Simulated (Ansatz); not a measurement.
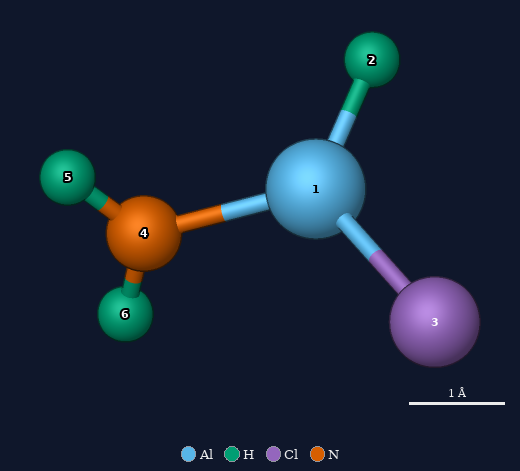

Figure 1. The starting structure (ball-and-stick view, seen at a tilt; atoms are numbered from 1 in the order of the input). Sticks mark near contacts. Bond lengths as drawn: Al–Cl 2.23 Å, Al–H 1.56 Å, Al–N 1.92 Å and H–N 1.06 Å.

## Geometry relaxation, with input and output: AlNH3Cl

System: AlNH3Cl.
Method: RKS PBE0-D4/def2-SVP (Ansatz 0.2.0).

It belongs to a series of runs on one base structure; here: start relaxed. Figures and captions count atoms from 1; the log counts them from 0 in places.

### Output
```
The last accepted step is kept in [file] (removed where the run ends without a failure and the disk answers)
Engine: ansatz 0.2.0, aarch64-unknown-linux-gnu
Functional definition: PBE0
  parameter a = 0.25
  parameter kappa = 0.804
  parameter beta = 0.06672455060314922
  exchange = (1 - a)*pbe_x(kappa = kappa, mu = beta*pi^2/3) + a*exact_x
  correlation = pbe_c(beta = beta)
666 factors; integrals over basis functions are off by at most 3.1e-4 eV
mean field evaluation 1: about -20638.5069 eV, gradient 5.2e1 eV
mean field evaluation 2: about -20615.2104 eV, gradient 9.9e1 eV
mean field evaluation 4: about -20644.2251 eV, gradient 4.7e0 eV
mean field evaluation 8: about -20644.2901 eV, gradient 3.3e-2 eV
mean field -20644.29014912 eV, -758.6636697778 hartree, gradient 7.8e-5 eV, S^2 0.000000; 0 other end points of the search recorded, 0 dependent functions left out
the calculation of the forces begins
reference -20644.29017589 eV, -758.6636707614 hartree; 20, 20 occupied and 45, 45 virtual orbitals, 666 factors
relax step   1: F+E_penalty+E_count = -20644.36891161 eV  Δ(F+E_penalty+E_count) = +0.000e0 eV  max|allowed force component| = 2.212e0 eV/Å  Δτ_max = 0.0000 Å  (24 SCF iters, accepted)
these checks for a lower state are left out or cut short: starts, cluster_reference, orbital_swaps, neighbouring_geometries, increment
666 factors; integrals over basis functions are off by at most 2.8e-4 eV
mean field evaluation 16: about -20644.5268 eV, gradient 8.5e0 eV
mean field -20644.76300226 eV, -758.6810468103 hartree, gradient 9.3e-6 eV, S^2 0.000000; 0 other end points of the search recorded, 0 dependent functions left out
the calculation of the forces begins
reference -20644.76302842 eV, -758.6810477713 hartree; 20, 20 occupied and 45, 45 virtual orbitals, 666 factors
relax step   2: F+E_penalty+E_count = -20644.84431189 eV  Δ(F+E_penalty+E_count) = -4.754e-1 eV  max|allowed force component| = 1.210e0 eV/Å  Δτ_max = 0.1948 Å  (29 SCF iters, accepted)
these checks for a lower state are left out or cut short: starts, cluster_reference, orbital_swaps, neighbouring_geometries, increment
666 factors; integrals over basis functions are off by at most 2.6e-4 eV
mean field -20644.93006580 eV, -758.6871862821 hartree, gradient 6.3e-6 eV, S^2 0.000000; 0 other end points of the search recorded, 0 dependent functions left out
the calculation of the forces begins
reference -20644.93009163 eV, -758.6871872312 hartree; 20, 20 occupied and 45, 45 virtual orbitals, 666 factors
relax step   3: F+E_penalty+E_count = -20645.01305873 eV  Δ(F+E_penalty+E_count) = -1.687e-1 eV  max|allowed force component| = 8.411e-1 eV/Å  Δτ_max = 0.1947 Å  (27 SCF iters, accepted)
these checks for a lower state are left out or cut short: starts, cluster_reference, orbital_swaps, neighbouring_geometries, increment
666 factors; integrals over basis functions are off by at most 2.8e-4 eV
mean field evaluation 32: about -20645.0113 eV, gradient 2.6e-1 eV
mean field -20645.01180653 eV, -758.6901901984 hartree, gradient 4.8e-6 eV, S^2 0.000000; 0 other end points of the search recorded, 0 dependent functions left out
the calculation of the forces begins
reference -20645.01183242 eV, -758.6901911497 hartree; 20, 20 occupied and 45, 45 virtual orbitals, 666 factors
relax step   4: F+E_penalty+E_count = -20645.09512815 eV  Δ(F+E_penalty+E_count) = -8.207e-2 eV  max|allowed force component| = 3.469e-1 eV/Å  Δτ_max = 0.2000 Å  (27 SCF iters, accepted)
these checks for a lower state are left out or cut short: starts, cluster_reference, orbital_swaps, neighbouring_geometries, increment
666 factors; integrals over basis functions are off by at most 2.9e-4 eV
mean field -20645.03056492 eV, -758.6908795565 hartree, gradient 6.6e-6 eV, S^2 0.000000; 0 other end points of the search recorded, 0 dependent functions left out
the calculation of the forces begins
reference -20645.03059086 eV, -758.6908805097 hartree; 20, 20 occupied and 45, 45 virtual orbitals, 666 factors
relax step   5: F+E_penalty+E_count = -20645.11386908 eV  Δ(F+E_penalty+E_count) = -1.874e-2 eV  max|allowed force component| = 1.310e0 eV/Å  Δτ_max = 0.1956 Å  (27 SCF iters, accepted)
these checks for a lower state are left out or cut short: starts, cluster_reference, orbital_swaps, neighbouring_geometries, increment
666 factors; integrals over basis functions are off by at most 4.3e-4 eV
mean field -20644.99615377 eV, -758.6896149702 hartree, gradient 1.9e-5 eV, S^2 0.000000; 0 other end points of the search recorded, 0 dependent functions left out
the calculation of the forces begins
reference -20644.99617968 eV, -758.6896159223 hartree; 20, 20 occupied and 45, 45 virtual orbitals, 666 factors
relax step   6: F+E_penalty+E_count = -20645.07981705 eV  Δ(F+E_penalty+E_count) = +3.405e-2 eV  max|allowed force component| = 1.030e0 eV/Å  Δτ_max = 0.2000 Å  (26 SCF iters, rejected (line search))
these checks for a lower state are left out or cut short: starts, cluster_reference, orbital_swaps, neighbouring_geometries, increment
666 factors; integrals over basis functions are off by at most 2.9e-4 eV
mean field -20645.06905081 eV, -758.6922938867 hartree, gradient 1.0e-5 eV, S^2 0.000000; 0 other end points of the search recorded, 0 dependent functions left out
the calculation of the forces begins
reference -20645.06907662 eV, -758.6922948353 hartree; 20, 20 occupied and 45, 45 virtual orbitals, 666 factors
relax step   7: F+E_penalty+E_count = -20645.15241541 eV  Δ(F+E_penalty+E_count) = -3.855e-2 eV  max|allowed force component| = 2.498e-1 eV/Å  Δτ_max = 0.0625 Å  (27 SCF iters, accepted)
these checks for a lower state are left out or cut short: starts, cluster_reference, orbital_swaps, neighbouring_geometries, increment
666 factors; integrals over basis functions are off by at most 2.9e-4 eV
mean field evaluation 64: about -20645.0726 eV, gradient 3.9e-6 eV
mean field -20645.07259364 eV, -758.6924240835 hartree, gradient 3.9e-6 eV, S^2 0.000000; 0 other end points of the search recorded, 0 dependent functions left out
the calculation of the forces begins
reference -20645.07261939 eV, -758.6924250299 hartree; 20, 20 occupied and 45, 45 virtual orbitals, 666 factors
relax step   8: F+E_penalty+E_count = -20645.15604632 eV  Δ(F+E_penalty+E_count) = -3.631e-3 eV  max|allowed force component| = 5.494e-2 eV/Å  Δτ_max = 0.0301 Å  (27 SCF iters, accepted)
these checks for a lower state are left out or cut short: starts, cluster_reference, orbital_swaps, neighbouring_geometries, increment
666 factors; integrals over basis functions are off by at most 2.9e-4 eV
mean field -20645.07313060 eV, -758.6924438162 hartree, gradient 8.0e-6 eV, S^2 0.000000; 0 other end points of the search recorded, 0 dependent functions left out
the calculation of the forces begins
reference -20645.07315636 eV, -758.6924447631 hartree; 20, 20 occupied and 45, 45 virtual orbitals, 666 factors
relax step   9: F+E_penalty+E_count = -20645.15648486 eV  Δ(F+E_penalty+E_count) = -4.385e-4 eV  max|allowed force component| = 2.972e-2 eV/Å  Δτ_max = 0.0109 Å  (22 SCF iters, accepted)
these checks for a lower state are left out or cut short: starts, cluster_reference, orbital_swaps, neighbouring_geometries, increment
666 factors; integrals over basis functions are off by at most 2.9e-4 eV
mean field -20645.07321755 eV, -758.6924470118 hartree, gradient 6.6e-5 eV, S^2 0.000000; 0 other end points of the search recorded, 0 dependent functions left out
the calculation of the forces begins
reference -20645.07324332 eV, -758.6924479588 hartree; 20, 20 occupied and 45, 45 virtual orbitals, 666 factors
relax step  10: F+E_penalty+E_count = -20645.15653007 eV  Δ(F+E_penalty+E_count) = -4.521e-5 eV  max|allowed force component| = 5.182e-3 eV/Å  Δτ_max = 0.0034 Å  (19 SCF iters, accepted)
```

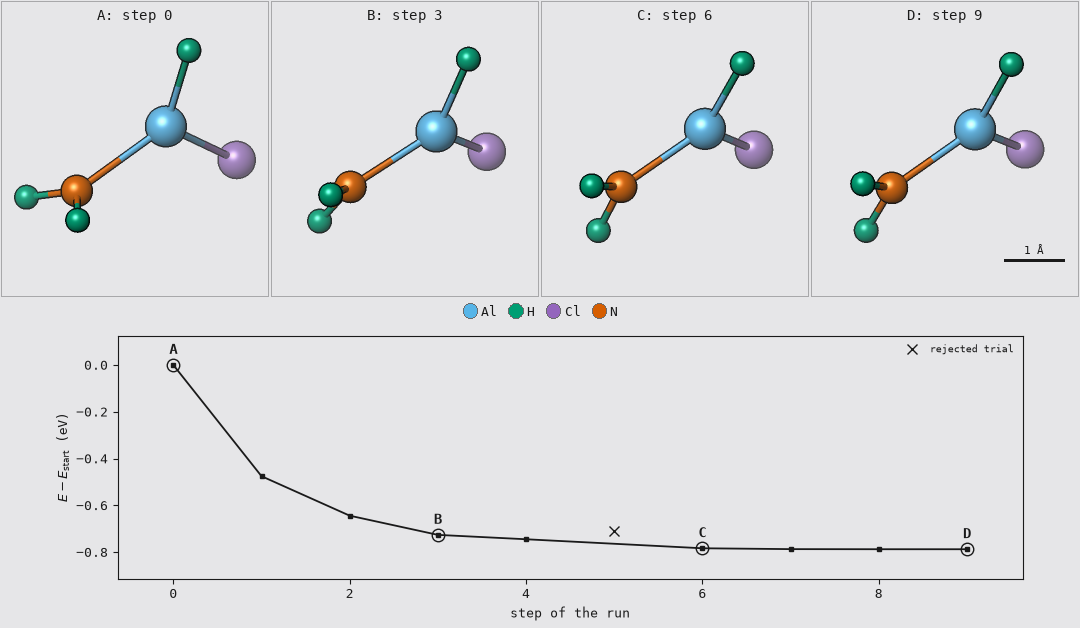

Figure 2. Frames of the relaxation (ball-and-stick view, seen at a tilt) above the curves, on which the letters mark them (the first geometry is step 0 here and step 1 in the log).

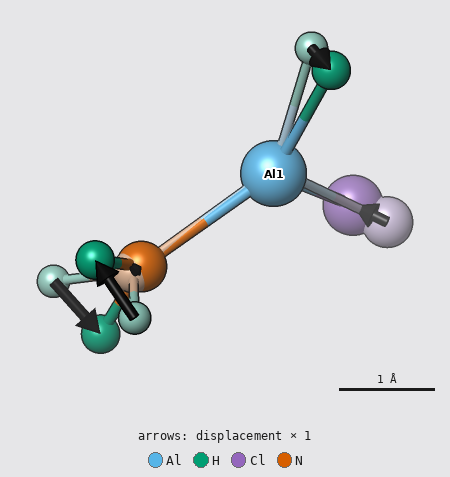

Figure 3. Start (faint) and end (solid) with the displacements as black arrows, at true length (ball-and-stick view, seen at a tilt). The two geometries are laid on each other by the best rigid fit. Over 9 geometry steps the energy falls by 0.788 eV. Largest force component: 2.2 eV/Å at the start, 0.0052 eV/Å at the end. The line search rejected the trial step at point 5 (counted from 0) and went back. The largest moves after the best rigid fit, 0.75 Å, are those of H5 and H6. Largest moves by element: H 0.75 Å, Cl 0.41 Å, N 0.11 Å, Al 0.06 Å. Among the contacts that change: Al1–N4 1.920 → 1.762 Å, Al1–Cl3 2.230 → 2.108 Å, N4–H5 1.060 → 1.014 Å, Al1–H2 1.560 → 1.574 Å. Among the angles that change: H5–N4–H6 120.0° → 110.2°, Al1–N4–H5 120.0° → 124.7°, Cl3–Al1–N4 120.0° → 117.4°. (Atoms are counted from 1 in the order of the input.)

```
666 factors; integrals over basis functions are off by at most 2.9e-4 eV
mean field -20645.07321755 eV, -758.6924470118 hartree, gradient 6.6e-5 eV, S^2 0.000000; 1 other end points of the search recorded, 0 dependent functions left out
the calculation of the forces begins
reference -20645.07324332 eV, -758.6924479588 hartree; 20, 20 occupied and 45, 45 virtual orbitals, 666 factors
Total energy: -20645.15655584 eV, -758.6955096374 hartree
Atom 0 at    -0.041465    -0.037285    -0.025605 Å, force    -0.000125    -0.001300     0.005182 eV/Å
Atom 1 at     0.006841    -0.378349     1.510318 Å, force     0.000257     0.000247    -0.001028 eV/Å
Atom 2 at     1.727228     0.396968    -1.086824 Å, force     0.004192     0.000814    -0.001530 eV/Å
Atom 3 at    -1.555991    -0.001491    -0.924812 Å, force    -0.000129     0.000539    -0.000195 eV/Å
Atom 4 at    -2.468497    -0.191757    -0.525816 Å, force    -0.001760    -0.000340    -0.000126 eV/Å
Atom 5 at    -1.643017     0.211914    -1.912261 Å, force    -0.002436     0.000041    -0.002303 eV/Å
Dipole moment:    -0.499850    -0.049713    -0.023021 e Å
```

### Trajectory as extended XYZ (Å, eV, eV/Å), 10 frames, from step=1 to step=10
```
6
Properties=species:S:1:pos:R:3:forces:R:3 step=1 energy=-20644.36891
Al    0.0000    0.0000    0.0000   -1.0825  -0.0391  -2.2118
H     0.0000    0.0000    1.5600    0.1849  -0.0920   0.1753
Cl    1.9312    0.0000   -1.1150   -1.4039   0.0859   0.8354
N    -1.6627    0.0000   -0.9600    1.4174   0.1074   0.7849
H    -2.3316   -0.8164   -0.8614    0.8497   1.8387  -0.4617
H    -1.9118    0.8164   -1.5886    0.0344  -1.9009   0.8779
6
Properties=species:S:1:pos:R:3:forces:R:3 step=2 energy=-20644.84431
Al   -0.0446    0.0002   -0.0172   -0.6797  -0.0293  -0.7449
H     0.0599   -0.0884    1.5526   -0.0384  -0.0925  -0.0315
Cl    1.8077    0.0760   -1.0801   -0.4101   0.1072   0.1735
N    -1.6362    0.0265   -0.9190    0.9451   0.5640  -0.0557
H    -2.3434   -0.7063   -0.7958    0.1466   0.6603  -0.2078
H    -1.8183    0.6919   -1.7056    0.0364  -1.2097   0.8665
6
Properties=species:S:1:pos:R:3:forces:R:3 step=3 energy=-20645.01306
Al   -0.0609   -0.0063   -0.0299    0.1553  -0.0753   0.2978
H     0.0328   -0.1885    1.5377   -0.0476  -0.0820  -0.0878
Cl    1.7445    0.1763   -1.0923    0.0830   0.1353  -0.0841
N    -1.5865    0.0359   -0.9046   -0.4795   0.2322  -0.7940
H    -2.3849   -0.5685   -0.6786    0.2786   0.5694  -0.1730
H    -1.7199    0.5512   -1.7974    0.0102  -0.7796   0.8411
6
Properties=species:S:1:pos:R:3:forces:R:3 step=4 energy=-20645.09513
Al   -0.0533   -0.0937   -0.0300    0.0426   0.3469   0.0756
H     0.0288   -0.2457    1.5349   -0.0383  -0.2054  -0.0178
Cl    1.7202    0.3007   -1.0985    0.0280  -0.0175  -0.0418
N    -1.5753    0.0252   -0.9137   -0.1385  -0.1398  -0.1297
H    -2.4511   -0.3975   -0.5989    0.2249   0.3314  -0.2239
H    -1.6442    0.4110   -1.8587   -0.1187  -0.3155   0.3376
6
Properties=species:S:1:pos:R:3:forces:R:3 step=5 energy=-20645.11387
Al   -0.0471   -0.0458   -0.0241    0.0591   0.0114   0.0744
H     0.0124   -0.3569    1.5262   -0.0264  -0.0072  -0.1204
Cl    1.7181    0.3838   -1.0964    0.0053   0.0012   0.0160
N    -1.5524   -0.0200   -0.9405   -1.1607  -0.1648   0.4273
H    -2.4886   -0.2278   -0.5090    1.3095   0.3625  -0.8431
H    -1.6174    0.2667   -1.9212   -0.1868  -0.2031   0.4458
6
Properties=species:S:1:pos:R:3:forces:R:3 step=6 energy=-20645.07982 accepted=F
Al   -0.0414   -0.0570    0.0186   -0.2475  -0.0285   0.1351
H     0.1011   -0.3575    1.5592   -0.0180  -0.0195  -0.0501
Cl    1.6584    0.3943   -1.1397    0.0454   0.0071  -0.0201
N    -1.5665   -0.0378   -0.8678   -1.0304   0.1173  -0.6168
H    -2.5716   -0.1832   -0.6854    0.9213  -0.0414   0.4865
H    -1.5549    0.2413   -1.8498    0.3292  -0.0350   0.0653
6
Properties=species:S:1:pos:R:3:forces:R:3 step=7 energy=-20645.15242
Al   -0.0458   -0.0402   -0.0165   -0.0245   0.0125   0.0541
H     0.0290   -0.3811    1.5210   -0.0114   0.0041  -0.0386
Cl    1.7110    0.3968   -1.0995   -0.0161  -0.0074   0.0061
N    -1.5655    0.0182   -0.9089   -0.1229  -0.0443  -0.2249
H    -2.4935   -0.1992   -0.5504    0.2164   0.0618  -0.0465
H    -1.6101    0.2055   -1.9107   -0.0416  -0.0267   0.2498
6
Properties=species:S:1:pos:R:3:forces:R:3 step=8 energy=-20645.15605
Al   -0.0445   -0.0394   -0.0172    0.0136   0.0129  -0.0471
H     0.0139   -0.3788    1.5180   -0.0121  -0.0028   0.0040
Cl    1.7147    0.3964   -1.0936    0.0256   0.0011   0.0092
N    -1.5538    0.0000   -0.9250   -0.0549  -0.0096   0.0041
H    -2.4696   -0.1921   -0.5337    0.0094   0.0032  -0.0013
H    -1.6357    0.2139   -1.9136    0.0184  -0.0049   0.0311
6
Properties=species:S:1:pos:R:3:forces:R:3 step=9 energy=-20645.15648
Al   -0.0415   -0.0375   -0.0247   -0.0189  -0.0066   0.0199
H     0.0077   -0.3784    1.5114   -0.0002   0.0010  -0.0048
Cl    1.7240    0.3967   -1.0880    0.0297   0.0063  -0.0130
N    -1.5556   -0.0013   -0.9245   -0.0051  -0.0002  -0.0016
H    -2.4687   -0.1918   -0.5271   -0.0023  -0.0001  -0.0001
H    -1.6408    0.2123   -1.9121   -0.0033  -0.0004  -0.0005
6
Properties=species:S:1:pos:R:3:forces:R:3 step=10 energy=-20645.15653
Al   -0.0415   -0.0373   -0.0256   -0.0001  -0.0013   0.0052
H     0.0068   -0.3783    1.5103    0.0003   0.0002  -0.0010
Cl    1.7272    0.3970   -1.0868    0.0042   0.0008  -0.0015
N    -1.5560   -0.0015   -0.9248   -0.0001   0.0005  -0.0002
H    -2.4685   -0.1918   -0.5258   -0.0018  -0.0003  -0.0001
H    -1.6430    0.2119   -1.9123   -0.0024   0.0000  -0.0023
```

This output came from the following input.

### Input
```yaml
crystal:
  periodic: [false, false, false]
  atoms:
    - { symbol: Al, position_ang: [0.0, 0.0, 0.0] }
    - { symbol: H, position_ang: [0.0, 0.0, 1.56] }
    - { symbol: Cl, position_ang: [1.9312, 0.0, -1.115] }
    - { symbol: "N", position_ang: [-1.6627, 0.0, -0.96] }
    - { symbol: H, position_ang: [-2.3316, -0.8164, -0.8614] }
    - { symbol: H, position_ang: [-1.9118, 0.8164, -1.5886] }
basis:
  gaussian: { orbitals: def2-SVP }
hamiltonian:
  xc: pbe0
  dispersion: d4
relax:
  f_tol: 0.02
  max_steps: 40
```

Launch command:
```bash
ansatz run input.yaml --threads 1 --pin off --max-ram 2048MiB --backend cpu --events-out ev --progress --plain --runs-dir out
```

### Results in brief

- outcome: converged
- total energy: −20645.1566 eV
- mean-field energy: −20645.0732 eV
- largest force (length of the vector) at the end: 0.005 eV/Å
- hardware: 1 thread of Arm Neoverse V2, 24 GiB of memory available, shared host
- wall time: 20 s
- peak memory: 0.13 GiB
